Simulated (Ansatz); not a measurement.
Phonon calculation of CH₁₀BNOSi₂

CH₁₀BNOSi₂, computed with RKS BLYP-D4/cc-pVDZ (Ansatz 0.2.0).

It belongs to a series of runs on one base structure; here: vibrations at the highest image of the band. Figures and captions count atoms from 1; the log counts them from 0 in places.

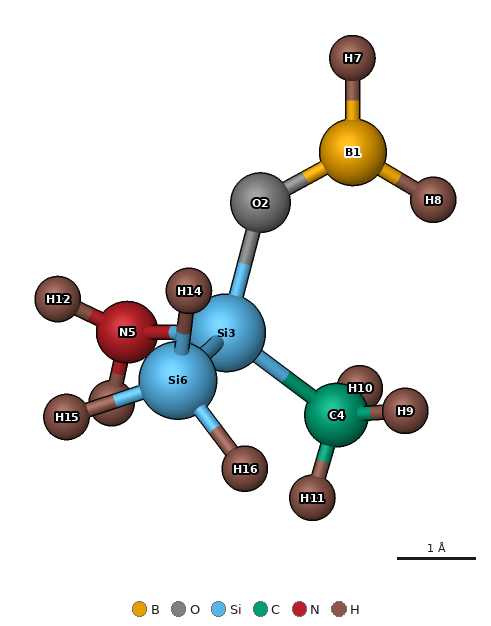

Fig. 1: The structure as given in the input (ball-and-stick view, seen at a tilt; atoms are numbered from 1 in the order of the input).

The input
```yaml
crystal:
  periodic: [false, false, false]
  atoms:
    - { symbol: B, position_ang: [2.277508, -0.615564, -1.140934] }
    - { symbol: O, position_ang: [1.289618, 0.293454, -0.93119] }
    - { symbol: Si, position_ang: [-0.285039, 0.164266, -0.211162] }
    - { symbol: C, position_ang: [-0.784019, -1.629605, 0.112378] }
    - { symbol: "N", position_ang: [-1.360796, 0.79792, -1.454593] }
    - { symbol: Si, position_ang: [-0.093287, 1.437649, 1.801251] }
    - { symbol: H, position_ang: [3.285951, -0.228805, -1.702372] }
    - { symbol: H, position_ang: [2.157219, -1.772892, -0.772345] }
    - { symbol: H, position_ang: [-0.066627, -2.121449, 0.798764] }
    - { symbol: H, position_ang: [-0.811645, -2.203375, -0.836255] }
    - { symbol: H, position_ang: [-1.788256, -1.672679, 0.583453] }
    - { symbol: H, position_ang: [-1.300899, 1.805727, -1.64543] }
    - { symbol: H, position_ang: [-2.352313, 0.554898, -1.337185] }
    - { symbol: H, position_ang: [1.288531, 2.012152, 1.973459] }
    - { symbol: H, position_ang: [-1.080826, 2.578814, 1.80336] }
    - { symbol: H, position_ang: [-0.397918, 0.576587, 3.003] }
basis:
  gaussian: { orbitals: cc-pVDZ }
hamiltonian:
  xc: blyp
  dispersion: d4
phonons: {}
```

Run on 2 threads of Arm Neoverse V1, 24 GiB of memory available, shared host.

Run as:
```bash
ansatz run input.yaml --threads 2 --pin off --max-ram 3072MiB --backend cpu --events-out ev --progress --plain --runs-dir out
```

What the program printed
```
Engine: ansatz 0.2.0, aarch64-unknown-linux-gnu
Functional definition: BLYP
  parameter beta = 0.0042
  parameter a = 0.04918
  parameter b = 0.132
  parameter c = 0.2533
  parameter d = 0.349
  exchange = b88_x(beta = beta)
  correlation = lyp_c(a = a, b = b, c = c, d = d)
1723 factors; their error is unknown
mean field evaluation 1: about -21150.0562 eV, gradient 9.3e1 eV
mean field evaluation 2: about -21083.7258 eV, gradient 1.8e2 eV
mean field evaluation 4: about -21167.7705 eV, gradient 1.8e1 eV
mean field evaluation 8: about -21168.5081 eV, gradient 1.2e-1 eV
mean field evaluation 16: about -21168.4504 eV, gradient 9.0e-4 eV
mean field -21168.45039835 eV, -777.9262036484 hartree, gradient 1.5e-5 eV, S^2 0.000000; 0 other end points of the search recorded, 0 dependent functions left out
the calculation of the forces begins
reference -21168.45085543 eV, -777.9262204458 hartree; 32, 32 occupied and 110, 110 virtual orbitals, 1723 factors
these checks for a lower state are left out or cut short: stability, starts, cluster_reference, orbital_swaps, neighbouring_geometries, increment
1723 factors; their error is unknown
mean field -21168.45035696 eV, -777.9262021274 hartree, gradient 1.2e-6 eV, S^2 0.000000; 0 other end points of the search recorded, 0 dependent functions left out
[... from here on the field's lines of each further geometry are left out, up to the last ...]
the calculation of the forces begins
reference -21168.45085422 eV, -777.9262204013 hartree; 32, 32 occupied and 110, 110 virtual orbitals, 1723 factors
these checks for a lower state are left out or cut short: stability, starts, cluster_reference, orbital_swaps, neighbouring_geometries, increment
1723 factors; their error is unknown
mean field -21168.45033258 eV, -777.9262012312 hartree, gradient 1.7e-6 eV, S^2 0.000000; 0 other end points of the search recorded, 0 dependent functions left out
the calculation of the forces begins
reference -21168.45078963 eV, -777.9262180274 hartree; 32, 32 occupied and 110, 110 virtual orbitals, 1723 factors
WARN: phonons: modes at or below zero, which the zero-point energy, F, S and C_V leave out: 1, the lowest at -101.27 cm⁻¹. A minimum has none, and a first-order saddle one
Total energy: -21169.26616754 eV, -777.9561826133 hartree
Atom 0 at     2.277508    -0.615564    -1.140934 Å, force    -0.001733     0.002817    -0.000565 eV/Å
Atom 1 at     1.289618     0.293454    -0.931190 Å, force     0.001134    -0.002830     0.001197 eV/Å
Atom 2 at    -0.285039     0.164266    -0.211162 Å, force     0.003473     0.002142    -0.001235 eV/Å
Atom 3 at    -0.784019    -1.629605     0.112378 Å, force    -0.000123    -0.001828    -0.000140 eV/Å
Atom 4 at    -1.360796     0.797920    -1.454593 Å, force    -0.000696     0.000125     0.000225 eV/Å
Atom 5 at    -0.093287     1.437649     1.801251 Å, force    -0.000674     0.000413     0.000496 eV/Å
Atom 6 at     3.285951    -0.228805    -1.702372 Å, force    -0.000036     0.000298     0.000100 eV/Å
Atom 7 at     2.157219    -1.772892    -0.772345 Å, force    -0.000922    -0.001261    -0.000096 eV/Å
Atom 8 at    -0.066627    -2.121449     0.798764 Å, force    -0.000304     0.000459     0.000405 eV/Å
Atom 9 at    -0.811645    -2.203375    -0.836255 Å, force     0.000165     0.000150     0.000524 eV/Å
Atom 10 at    -1.788256    -1.672679     0.583453 Å, force    -0.000424     0.000121    -0.000058 eV/Å
Atom 11 at    -1.300899     1.805727    -1.645430 Å, force     0.000073    -0.000389    -0.000423 eV/Å
Atom 12 at    -2.352313     0.554898    -1.337185 Å, force     0.000200     0.000328     0.000015 eV/Å
Atom 13 at     1.288531     2.012152     1.973459 Å, force     0.000027     0.000540    -0.000444 eV/Å
Atom 14 at    -1.080826     2.578814     1.803360 Å, force    -0.000523    -0.000450     0.000229 eV/Å
Atom 15 at    -0.397918     0.576587     3.003000 Å, force     0.000362    -0.000634    -0.000230 eV/Å
Dipole moment:    -0.572264     0.001726     0.078697 e Å
Vibrations: -101.27 43.74 105.40 134.97 140.18 151.70 177.51 222.14 240.40 278.76 325.88 411.76 478.36 486.86 502.22 618.29 696.06 727.39 774.17 824.52 855.31 886.04 914.15 917.83 988.25 1033.67 1185.71 1231.14 1331.09 1389.36 1391.95 1524.50 2110.44 2121.67 2135.36 2465.72 2544.45 2956.68 3033.36 3048.10 3405.95 3489.53 cm⁻¹, zero-point energy 2.994254 eV
```

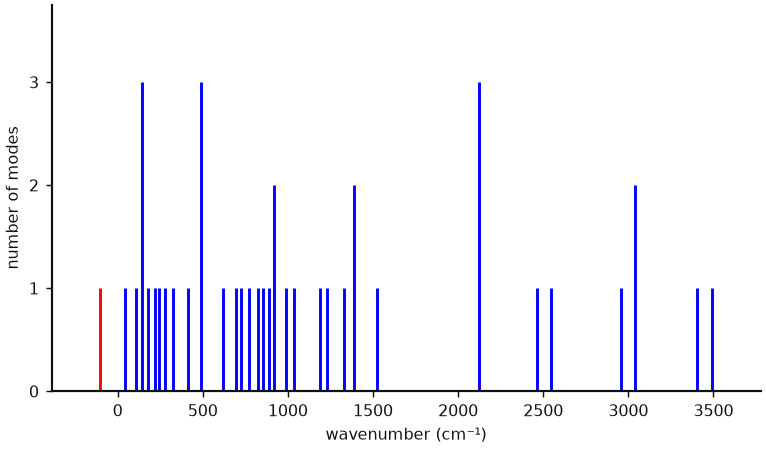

Fig. 2: Harmonic vibrational wavenumbers from the force constants; neighbouring modes closer than 16 cm⁻¹ are counted in one stick, and imaginary ones are drawn at negative wavenumbers. 42 modes from 101i to 3490 cm⁻¹, 1 imaginary beyond 8i (101i cm⁻¹): a first-order saddle point, if the geometry is stationary.

Key numbers

```csv
quantity,value
outcome,converged
total energy,−21169.2662 eV
mean-field energy,−21168.4509 eV
largest force (length of the vector),0.004 eV/Å
wall time,3.7 min (CPU time 7.1 min)
peak memory,0.21 GiB
```
